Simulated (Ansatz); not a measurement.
# AlInCu2Se2S2: complex band structure, part 2 of 2

A new crystal, AlInCu2Se2S2: structure, gap and complex bands. It is built by putting In for part of the Al in the AlCuSeS structure of space group I2_12_12_1, with the volume rescaled by atomic radii. The parent structure comes from the Materials Project.

Ansatz 0.2.0; r2SCAN DFT, plane waves, PAW files (the session's first sound run).

So far. Step 2 (Cell and atoms at rest): The largest force component on a free atom ends at 0.0042 eV/Å.

The structure was built from a prototype and need not be the compound's stable phase.

## 3. The bulk crystal and its band edges

The energy window and the wavevectors of the next steps follow from the band edges, so these are searched first, off the mesh as well.

Input file input.yaml:

```yaml
crystal:
  lattice:
    - [-2.7799095476, 2.7842931536, 5.5468417858]
    - [2.7799095476, -2.7842931536, 5.5468417858]
    - [2.7628113978, 2.7672400211, -5.5468417858]
  atoms:
    - { symbol: In, position: [0.3776039179, 0.1276039179, 0.25] }
    - { symbol: Al, position: [0.1201095912, 0.3701095912, 0.75] }
    - { symbol: Cu, position: [0.8908834458, 0.6408834458, 0.25] }
    - { symbol: Cu, position: [0.6121310137, 0.8621310137, 0.75] }
    - { symbol: Se, position: [0.9741836997, 0.7246140177, 0.7135235826] }
    - { symbol: Se, position: [0.5110904351, 0.2606601172, 0.7864764174] }
    - { symbol: S, position: [0.7737495583, 0.0016698237, 0.2614214856] }
    - { symbol: S, position: [0.2402483382, 0.5123280728, 0.2385785144] }
kpoints:
  mp_grid: { grid: [6, 6, 6] }
  band_path: { path: [VBM, CBM], npoints: 30 }
scf:
  occupations: { method: fixed }
hamiltonian:
  xc: r2scan
output:
  eigenvalues: true
  write_potential: true
  write_density: true
  volumetric_format: npy
  elf: true
```

Launch:

```
> ansatz run input.yaml --threads 2 --pin off --max-ram 4096MiB --backend cpu --events-out ev --progress --plain --runs-dir out
```

Numbers of over 12 decimals in the logs are rounded to 6 here.

The log of the run:

```text
[...]
Crystal: 8 atoms, lattice volume = 170.678 Å³
Basis set: ecut = 500 eV, 4337 PW (Γ), exchange–correlation on 200×200×200 points (64 copies of the dense FFT grid, shifted against one another)
Bands: 59, of which v1, the nominal top of the filled ones, is band 49 counted from 1 (48 counted from 0)
Symmetry: 2 space group operations
[...]
k-points: 68 of 216 (time reversal used)
[...]
SCF iter   1: F=—  HF=-32188.376390 eV  |F-HF|=—  |Δ(HF+E_count)|=         —  Δρ=2.16e-2  dr2=5.44e-1  dr2_τ=3.11e-2  ethr=1.77e-3  ⟨swp⟩=5.0  Hψ=12917  notcnv=0  defer=501
[...]
SCF iter  10: F=-32188.349475 eV  HF=-32188.349475 eV  |F-HF|=2.05e-9  |Δ(HF+E_count)|=   1.09e-7  Δρ=3.73e-6  dr2=2.58e-8  dr2_τ=2.78e-10  ethr=1.02e-10  ⟨swp⟩=10.5  Hψ=14315  notcnv=0
SCF 1 converged in 10 iterations: F = -32188.349475 eV  dr2 = 2.58e-8
[...]
NSCF: frozen V_eff on 68 k-points
[...]
SCF converged after 10 iterations
Free energy (F): -32188.349475 eV
[...]
Internal energy: -32188.349475 eV  (E = F + TS)
E sigma→0 (E₀):  -32188.349475 eV
Fermi energy:    7.893842 eV
[...]
--- Band table (eV; the first three rows and the last of 68) ---
  k-point 0: bands = [... 45 lower, 6.5889, 7.8094, 7.8829, 7.8938, 8.8245, 10.2833, 10.9241, 12.2128, ... 6 higher]
  k-point 1: bands = [... 45 lower, 6.7479, 7.1536, 7.6989, 7.8093, 9.6806, 10.7536, 11.5691, 12.1269, ... 6 higher]
  k-point 2: bands = [... 45 lower, 6.9143, 7.0166, 7.4176, 7.6823, 10.1302, 11.1595, 11.4006, 11.9677, ... 6 higher]
  k-point 67: bands = [... 45 lower, 6.9546, 7.0017, 7.0159, 7.3856, 9.8658, 9.9874, 10.3876, 11.1243, ... 6 higher]
```

The job ended after 1.8 min (2 threads of Intel Xeon Platinum 8488C (Sapphire Rapids), shared host; peak memory 1.4 GiB).

Numbers from this step:

* Fermi energy: 7.894 eV
* gap on the k-mesh: 0.9307 eV
* gap on path: 0.9307 eV, by band count; negative where bands overlap
* direct gap on path: 0.9307 eV
* edge places on path: 0, 0 1/A along the path

Levels at VBM (eV): -6.98, -5.98, -5.25, -4.76, -4.55, -4.52, -4.30, -3.82, -3.68, -3.27, -3.22, -2.94, -1.85, -1.78, -1.66, -1.45, -1.42, -1.40, -1.30, -0.08, -0.01, 0.00, 0.93, 2.39, 3.03, 4.32, 4.52, 5.22, 5.35, 5.40, 5.69, 5.85.

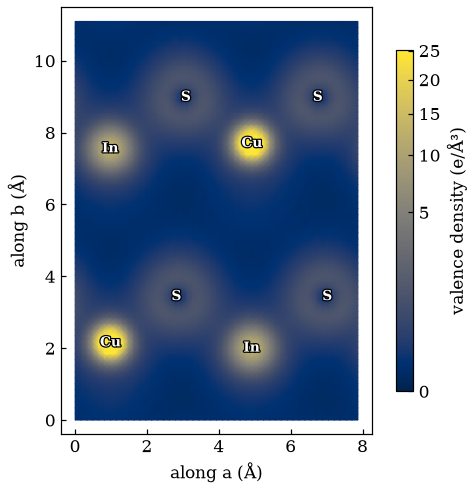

Valence density in the ab plane of the conventional cell at fractional z = 0.000, with atoms of In and Cu and S within 0.2 Å of it. It is the smooth field of the valence electrons, not physical close to the nuclei. The map starts off the cell's origin, so that atoms lie inside it. The colour scale is stretched toward low values.

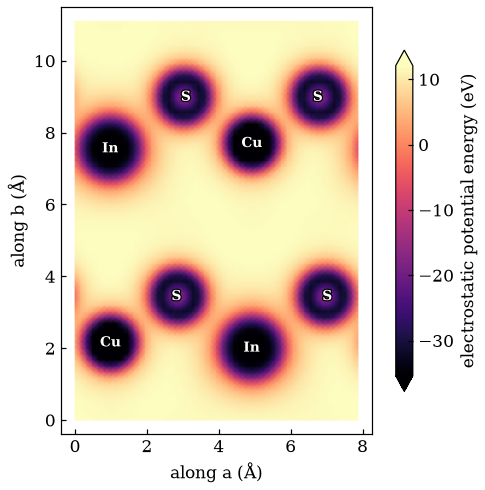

Electrostatic potential energy in the ab plane of the conventional cell at fractional z = 0.000, with atoms of In and Cu and S within 0.2 Å of it. With pseudopotentials it is smooth inside the atoms' cores, unlike the true potential. The map starts off the cell's origin, so that atoms lie inside it.

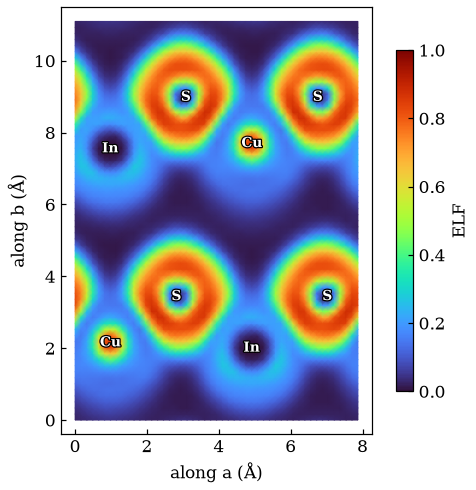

ELF in the ab plane of the conventional cell at fractional z = 0.000, with atoms of In and Cu and S within 0.2 Å of it. It is the smooth field of the valence electrons, not physical close to the nuclei. The map starts off the cell's origin, so that atoms lie inside it.

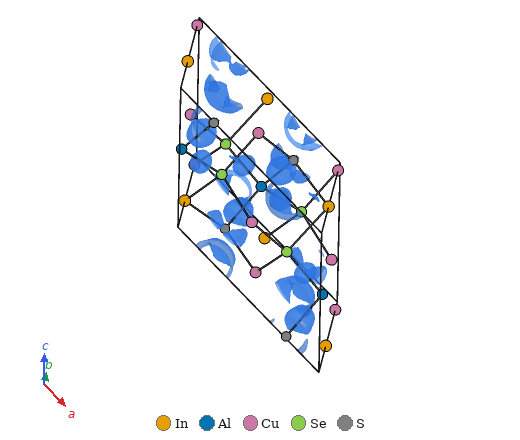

Surface of ELF = 0.83. Bonds to atoms that aren't drawn are left out.

The searched edges give 0.931 eV, as on the mesh.

## 4. Decaying states in the gap

This step: r2SCAN DFT, plane waves, PAW files; complex bands by layer matching along the plane's normal (Ansatz 0.2.0).

The same crystal is laid in a cell whose first two vectors span the (010) plane (indices of the standard conventional cell, whose axes can be ordered otherwise than in the bulk input). At fixed energy and wavevector in the plane the solver finds all kz, real and complex. A few wavevectors are listed, (0, 0) and (0.5, 0) in units of the plane's reciprocal vectors; the slowest state needn't be among them.

Input file input.yaml:

```yaml
crystal:
  lattice:
    - [5.542747179, 0.0, 0.0]
    - [-0.034178233, 5.551454295, 0.0]
    - [2.754284473, 2.775727147, 5.546841786]
  atoms:
    - { symbol: In, position: [0.8723960821, 0.1223960821, 0.2552078358] }
    - { symbol: Al, position: [0.6298904088, 0.3798904088, 0.7402191824] }
    - { symbol: Cu, position: [0.3591165542, 0.6091165542, 0.2817668916] }
    - { symbol: Cu, position: [0.1378689863, 0.8878689863, 0.7242620274] }
    - { symbol: Se, position: [0.7393398829, 0.9889095649, 0.9852741348] }
    - { symbol: Se, position: [0.2753859823, 0.5258163002, 0.9852741348] }
    - { symbol: S, position: [0.4876719272, 0.2597516618, 0.5139978965] }
    - { symbol: S, position: [0.9983301762, 0.7262504416, 0.5139978965] }
kpoints:
  mp_grid: { grid: [6, 6, 6] }
scf:
  occupations: { method: fixed }
hamiltonian:
  xc: r2scan
output:
  eigenvalues: true
  transmission:
    leads: [[0, 0]]
    kpoints: [[0.0, 0.0], [0.5, 0.0]]
    e_range: [-1.0, 1.93]
    de: 0.07
```

The log of the run:

```text
[...]
Crystal: 8 atoms, lattice volume = 170.678 Å³
Basis set: ecut = 500 eV, 4337 PW (Γ), exchange–correlation on 180×180×200 points (64 copies of the dense FFT grid, shifted against one another)
Bands: 59, of which v1, the nominal top of the filled ones, is band 49 counted from 1 (48 counted from 0)
Symmetry: 2 space group operations
[...]
k-points: 68 of 216 (time reversal used)
[...]
SCF iter   1: F=—  HF=-32188.376461 eV  |F-HF|=—  |Δ(HF+E_count)|=         —  Δρ=2.16e-2  dr2=5.44e-1  dr2_τ=3.11e-2  ethr=1.77e-3  ⟨swp⟩=5.0  Hψ=12935  notcnv=0  defer=497
[...]
SCF iter  10: F=-32188.349475 eV  HF=-32188.349475 eV  |F-HF|=2.11e-9  |Δ(HF+E_count)|=   1.09e-7  Δρ=3.72e-6  dr2=2.57e-8  dr2_τ=2.78e-10  ethr=1.02e-10  ⟨swp⟩=10.5  Hψ=14277  notcnv=0
SCF 1 converged in 10 iterations: F = -32188.349475 eV  dr2 = 2.57e-8
[...]
transmission: 8 of 16 steps passed
transmission: 16 of 16 steps passed
SCF converged after 10 iterations
Free energy (F): -32188.349475 eV
[...]
Internal energy: -32188.349475 eV  (E = F + TS)
E sigma→0 (E₀):  -32188.349475 eV
Fermi energy:    7.893841 eV
[...]
--- Band table (eV; the first three rows and the last of 68) ---
  k-point 0: bands = [... 45 lower, 6.5889, 7.8094, 7.8829, 7.8938, 8.8245, 10.2833, 10.9241, 12.2128, ... 6 higher]
  k-point 1: bands = [... 45 lower, 6.6068, 7.5434, 7.6572, 7.7298, 9.3629, 10.4243, 10.9903, 11.5473, ... 6 higher]
  k-point 2: bands = [... 45 lower, 6.8101, 7.1988, 7.3126, 7.4652, 9.8715, 10.4566, 10.7251, 10.7296, ... 6 higher]
  k-point 67: bands = [... 45 lower, 7.1372, 7.3739, 7.5119, 7.6312, 9.5719, 10.4651, 11.9263, 11.9348, ... 6 higher]
--- Transmission ---
  basis      : 325 plane waves across, 8 finite elements along
  points     : 2, as listed
  energies   : 42 from -1.000000 to 1.870000 eV about the Fermi level, 0.070000 eV apart; the leads are filled to 0.465354 eV, and channels, transmission and decay are at 0.470000 eV
  crystal 0  : In1Cu2S2Al1Se2, at the sites [0, 0], period 5.5468 Å: whole cells are its period
    offset         : up to 0.0000 Å between an atom of the period and one for which it stands
    channels       : 0.000000e0 a spin
    conductance    : none, the energies end too early or step too widely for 300 K: set another output.transmission.e_range or a lower de, or, where they end at an eighth of basis.ecutwfc, a higher one
    slowest decay  : 0.1033 /Å at (0.0000, 0.0000)
```

The job ended after 1.8 min (2 threads; peak memory 1.7 GiB).

Numbers from this step:

```
level to which the leads are filled                       : 0.4654 eV from the Fermi level
decay constant at the filling level, zone centre          : 0.1033 Å⁻¹
decay constant at the filling level, slowest listed point : 0.1033 Å⁻¹
```

K parallel (0, 0); values up to 1.5 1/Å, a degenerate pair printed once or twice; energies at which all values exceed this have no row. The Im kz of the slowest decaying states by energy, zero at the highest filled level on the SCF mesh:

```tsv
energy (eV)	decay 1 (Å⁻¹)	decay 2 (Å⁻¹)	decay 3 (Å⁻¹)	decay 4 (Å⁻¹)
-1.000	0.0350	0.163	0.404	0.473
-0.790	0.189	0.408	0.495	0.686
-0.580	0.154	0.413	0.438	0.591
-0.370	0.220	0.413	0.414	0.555
-0.230	0.245	0.403	0.413	0.544
-0.020	0.116	0.264	0.390	0.409
0.190	0.0878	0.192	0.227	0.272
0.400	0.103	0.260	0.272	0.287
0.610	0.0963	0.267	0.305	0.328
0.820	0.0642	0.257	0.332	0.337
1.030	0.243	0.312	0.348	0.361
1.170	0.231	0.297	0.334	0.374
1.380	0.208	0.270	0.312	0.390
1.590	0.179	0.234	0.285	0.401
1.800	0.140	0.179	0.253	0.391
```

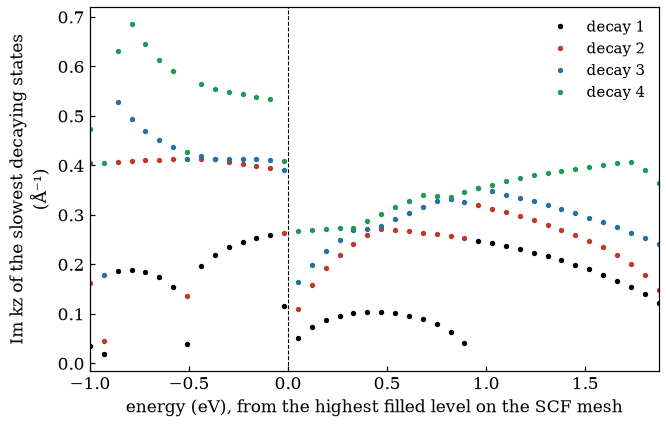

Im kz of the slowest decaying states against energy.

K parallel (0, 0). The Re kz of states that move upwards by energy, zero at the highest filled level on the SCF mesh:

```tsv
energy (eV)	channel 1 (Å⁻¹)	channel 2 (Å⁻¹)	channel 3 (Å⁻¹)
-1.00	0.479	-	-
-0.79	-0.491	-0.449	-
-0.58	-0.377	-0.304	-
-0.37	-0.328	-0.268	-0.197
-0.09	-0.132	-0.0766	-0.0345
-0.02	-0.0433	-0.0340	-
0.12	-	-	-
0.33	-	-	-
0.54	-	-	-
0.75	-	-	-
0.96	0.0355	-	-
1.24	0.130	-	-
1.45	0.184	-	-
1.66	0.240	-	-
1.87	0.310	-	-
```

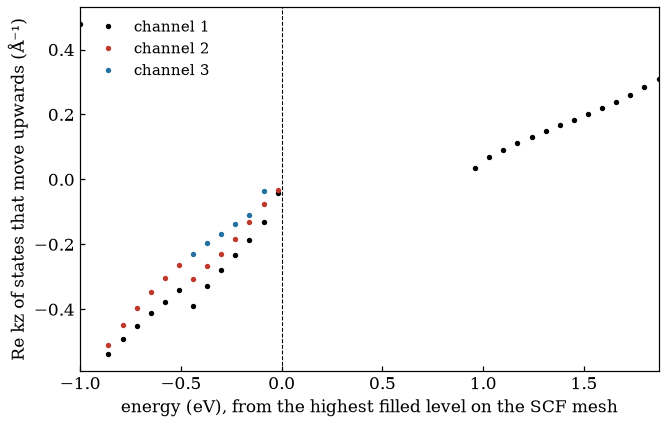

Re kz of states that move upwards, plotted against energy.

K parallel (0.5, 0); values up to 1.5 1/Å, a degenerate pair printed once or twice; energies at which all values exceed this have no row. Table of Im kz of the slowest decaying states by energy, zero at the highest filled level on the SCF mesh:

```tsv
energy (eV)	decay 1 (Å⁻¹)	decay 2 (Å⁻¹)	decay 3 (Å⁻¹)	decay 4 (Å⁻¹)
-1.0000	0.00659	0.211	0.227	0.716
-0.7200	0.132	0.292	0.794	1.10
-0.5100	0.169	0.242	0.291	0.883
-0.2300	0.0318	0.234	0.298	0.871
-0.0200	0.316	0.332	0.813	1.11
0.2600	0.331	0.337	0.450	0.810
0.4700	0.338	0.355	0.498	0.910
0.7500	0.340	0.375	0.545	0.697
1.0300	0.337	0.392	0.573	1.17
1.2400	0.331	0.406	0.544	1.19
1.5200	0.319	0.431	0.500	1.15
1.7300	0.307	0.457	0.460	1.09
```

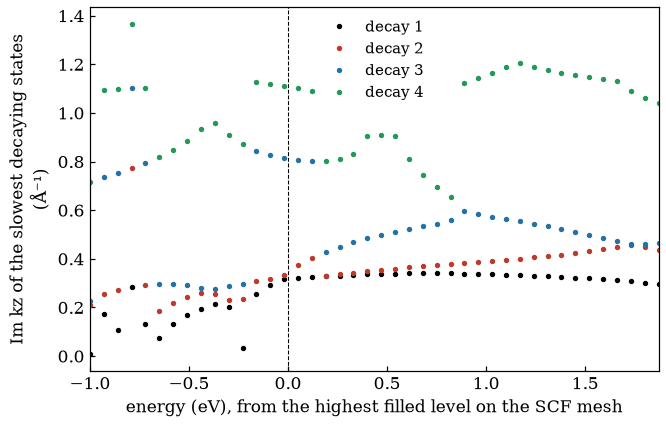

Im kz of the slowest decaying states against energy.

At the listed wavevectors the last open channel is at -0.02 eV and the next at +0.96 eV on the grid. At +0.47 eV, the grid energy nearest the filling level (the middle of the gap on the SCF mesh), the slowest state at the listed wavevectors decays with κ = 0.103 Å⁻¹, its amplitude falling by e over 9.7 Å. Through 1 nm of this crystal that state's transmission falls by exp(−2 × 0.103 Å⁻¹ × 10 Å) = 0.13.

## 5. Band edges at another level

This step: r2SCAN DFT, plane waves, JTH PAW files (Ansatz 0.2.0).

The edges again with JTH files, at the same atoms.

Input file input.yaml:

```yaml
crystal:
  lattice:
    - [-2.7799095476, 2.7842931536, 5.5468417858]
    - [2.7799095476, -2.7842931536, 5.5468417858]
    - [2.7628113978, 2.7672400211, -5.5468417858]
  atoms:
    - { symbol: In, position: [0.3776039179, 0.1276039179, 0.25] }
    - { symbol: Al, position: [0.1201095912, 0.3701095912, 0.75] }
    - { symbol: Cu, position: [0.8908834458, 0.6408834458, 0.25] }
    - { symbol: Cu, position: [0.6121310137, 0.8621310137, 0.75] }
    - { symbol: Se, position: [0.9741836997, 0.7246140177, 0.7135235826] }
    - { symbol: Se, position: [0.5110904351, 0.2606601172, 0.7864764174] }
    - { symbol: S, position: [0.7737495583, 0.0016698237, 0.2614214856] }
    - { symbol: S, position: [0.2402483382, 0.5123280728, 0.2385785144] }
kpoints:
  mp_grid: { grid: [6, 6, 6] }
  band_path: { path: [VBM, CBM], npoints: 30 }
scf:
  occupations: { method: fixed }
hamiltonian:
  xc: r2scan
  pseudopotentials: { kind: paw, source: jth }
output:
  eigenvalues: true
```

The log of the run:

```text
Warning: <dir> the checks of this In dataset prove no rule for summing its radial tables, as where they were carried onto another mesh than they were made on, and Gregory's rule is taken, under which a leading mesh point left out moves its sums only by what lay on the interval it spanned. That does not make them correct, and they differ from Quantum ESPRESSO's on this file; a re-export a fraction of a mesh step off can move them. hamiltonian.pseudopotentials.radial_quadrature: simpson_from_first_knot sums it by `pw.x`'s rule; on a PAW file no value gives `pw.x`'s numbers. What more to know: hamiltonian.pseudopotentials.radial_quadrature, in the input reference
Warning: <dir> the checks of this Al dataset prove no rule for summing its radial tables, as where they were carried onto another mesh than they were made on, and Gregory's rule is taken, under which a leading mesh point left out moves its sums only by what lay on the interval it spanned. That does not make them correct, and they differ from Quantum ESPRESSO's on this file; a re-export a fraction of a mesh step off can move them. hamiltonian.pseudopotentials.radial_quadrature: simpson_from_first_knot sums it by `pw.x`'s rule; on a PAW file no value gives `pw.x`'s numbers. What more to know: hamiltonian.pseudopotentials.radial_quadrature, in the input reference
Warning: <dir> the checks of this Cu dataset prove no rule for summing its radial tables, as where they were carried onto another mesh than they were made on, and Gregory's rule is taken, under which a leading mesh point left out moves its sums only by what lay on the interval it spanned. That does not make them correct, and they differ from Quantum ESPRESSO's on this file; a re-export a fraction of a mesh step off can move them. hamiltonian.pseudopotentials.radial_quadrature: simpson_from_first_knot sums it by `pw.x`'s rule; on a PAW file no value gives `pw.x`'s numbers. What more to know: hamiltonian.pseudopotentials.radial_quadrature, in the input reference
Warning: <dir> the checks of this Se dataset prove no rule for summing its radial tables, as where they were carried onto another mesh than they were made on, and Gregory's rule is taken, under which a leading mesh point left out moves its sums only by what lay on the interval it spanned. That does not make them correct, and they differ from Quantum ESPRESSO's on this file; a re-export a fraction of a mesh step off can move them. hamiltonian.pseudopotentials.radial_quadrature: simpson_from_first_knot sums it by `pw.x`'s rule; on a PAW file no value gives `pw.x`'s numbers. What more to know: hamiltonian.pseudopotentials.radial_quadrature, in the input reference
Warning: <dir> the checks of this S dataset prove no rule for summing its radial tables, as where they were carried onto another mesh than they were made on, and Gregory's rule is taken, under which a leading mesh point left out moves its sums only by what lay on the interval it spanned. That does not make them correct, and they differ from Quantum ESPRESSO's on this file; a re-export a fraction of a mesh step off can move them. hamiltonian.pseudopotentials.radial_quadrature: simpson_from_first_knot sums it by `pw.x`'s rule; on a PAW file no value gives `pw.x`'s numbers. What more to know: hamiltonian.pseudopotentials.radial_quadrature, in the input reference
Engine: ansatz 0.2.0, x86_64-unknown-linux-gnu
Pseudopotentials: kind: paw
Pseudopotential: In, paw, valence charge 13, recommended cutoff 9000 eV (normal), In.paw.azcp
Pseudopotential: Al, paw, valence charge 3, recommended cutoff 570 eV (normal), Al.paw.azcp
Pseudopotential: Cu, paw, valence charge 19, recommended cutoff 1350 eV (normal), Cu.paw.azcp
Pseudopotential: Se, paw, valence charge 6, recommended cutoff 270 eV (normal), Se.paw.azcp
Pseudopotential: S, paw, valence charge 6, recommended cutoff 780 eV (normal), S.paw.azcp
Functional definition: r2SCAN
  parameter k0 = 0.174
  parameter k1 = 0.065
  parameter a1 = 4.9479
  exchange = r2scan_x(k0 = k0, k1 = k1, a1 = a1)
  correlation = r2scan_c
Error: memory limit exceeded: the `cold-start seed` phase needs 43.23 GiB against the run's memory maximum of 4.00 GiB; largest carriers: ion tables 23.72 GiB, wavefunctions 15.76 GiB, plane-wave basis 2.18 GiB, fft grid 0.44 GiB, trial-orbital tables 0.39 GiB; this run sums exchange and correlation above basis.xc_grid: 1 (its plan line states the level, which a resume's fixed deck keeps): xc box scratch, where this  [...]
with nothing else changed it takes a maximum of at least 43.23 GiB, with nothing to spare, and 47.56 GiB leaves up to a tenth: --max-ram 47.56GiB where that set the maximum, else more of the term that did, and with no share typed, where 47.56 GiB is over 0.88 of the host's memory or its container's limit, a share of 0.88 or more that holds the maximum too (--max-ram-frac F), where one does; The budget is ten eleventh [...]
```

The job ended after 39 s (2 threads; peak memory 4.2 GiB).

The program refused the input before any cycle.

The program's message: “Error: memory limit exceeded: the `cold-start seed` phase needs 43.23 GiB against the run's memory maximum of 4.00 GiB; largest carriers: ion tables 23.72 GiB, wavefunctions 15.76 GiB, plane-wave basi …”

## 6. A repeat with changed settings

This step: r2SCAN DFT, plane waves, PAW files; complex bands by layer matching along the plane's normal; changed: output.transmission.bias = [0.5], scf.max_iter = 75 (Ansatz 0.2.0).

This run repeats an earlier one, its twin (the complex run, plane (010)), with two settings changed (scf.max_iter, output.transmission.bias; files written aside). The setting was drawn as a possible misstep, on purpose. Where the input is shown as a difference, that is against the step before, not the twin.

Input file input.yaml:

```yaml
crystal:
  lattice:
    - [5.542747179, 0.0, 0.0]
    - [-0.034178233, 5.551454295, 0.0]
    - [2.754284473, 2.775727147, 5.546841786]
  atoms:
    - { symbol: In, position: [0.8723960821, 0.1223960821, 0.2552078358] }
    - { symbol: Al, position: [0.6298904088, 0.3798904088, 0.7402191824] }
    - { symbol: Cu, position: [0.3591165542, 0.6091165542, 0.2817668916] }
    - { symbol: Cu, position: [0.1378689863, 0.8878689863, 0.7242620274] }
    - { symbol: Se, position: [0.7393398829, 0.9889095649, 0.9852741348] }
    - { symbol: Se, position: [0.2753859823, 0.5258163002, 0.9852741348] }
    - { symbol: S, position: [0.4876719272, 0.2597516618, 0.5139978965] }
    - { symbol: S, position: [0.9983301762, 0.7262504416, 0.5139978965] }
kpoints:
  mp_grid: { grid: [6, 6, 6] }
scf:
  occupations: { method: fixed }
  max_iter: 75
hamiltonian:
  xc: r2scan
output:
  eigenvalues: true
  transmission:
    leads: [[0, 0]]
    kpoints: [[0.0, 0.0], [0.5, 0.0]]
    e_range: [-1.0, 1.93]
    de: 0.07
    bias: [0.5]
```

The log of the run:

```text
Error: YAML parse error: error: line 29 column 5: unknown field `bias`, expected one of leads, temperature, e_range, de, kmesh, mesh_tolerance, kpoints, reduced_basis
  --> <input>:29:5
   |
27 |     e_range: [-1.0, 1.93]
28 |     de: 0.07
29 |     bias: [0.5]
   |     ^ unknown field `bias`, expected one of leads, temperature, e_range, de, kmesh, mesh_tolerance, kpoints, reduced_basis
```

Wall time 0.03 s (2 threads); peak memory 0.03 GiB.

The input was rejected at the start.

The program's message: “Error: YAML parse error: error: line 29 column 5: unknown field `bias`, expected one of leads, temperature, e_range, de, kmesh, mesh_tolerance, kpoints, reduced_basis”

The change that led to it: output.transmission.bias = [0.5].

## 7. Outcome

```yaml
band_gap: 0.931 eV
least_decay_constant_at_mid_gap_normal_to_010: 0.103 Å⁻¹
```

What this shows: With r2SCAN, the slowest decay at the wavevectors tried is κ = 0.103 Å⁻¹, normal to (010). Through such a film the transmission near mid-gap falls as exp(−2κd), a factor of ten every 11 Å. A free electron under a barrier of half the gap would need a mass of 0.087 mₑ to decay at this rate. The compound is made up by substitution; its stability against other phases and against distortions of the cell's symmetry was not tested. r2SCAN still narrows gaps, if less than LDA and GGA do, so real decay constants are likely larger.

[Logs are printed without paths, hosts, clocks, repeated set-up lines and the standing remarks that a program may print on its own settings, such as how far it seeks lower states.]

[Hosts, paths, dates, database ids (printed as entryN), source tags and the programs' standing remarks are cut or masked in the printed files.]

[New means built here by substitution; the compound itself may be known and measured.]
